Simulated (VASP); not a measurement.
Band structure of CaSi₂ (space group P-3m1). Calculation: PBEsol GGA, VASP's PBE PAW potentials (set 64) (plane waves; VASP 6.6.1).

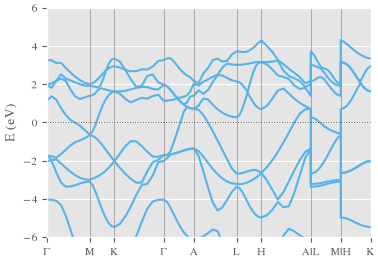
Bands along high-symmetry lines, zero at the valence-band maximum or, without a gap, the Fermi level

### Question
Read the plot: is there a gap, and where are the band edges?

### Answer
It has no gap at this level: it comes out as a metal or semimetal. (Edges off the drawn lines would not show.)

The structure comes from a computed database's CaSi2 entry (P-3m1); how it stands against other phases isn't given here. It was relaxed first.
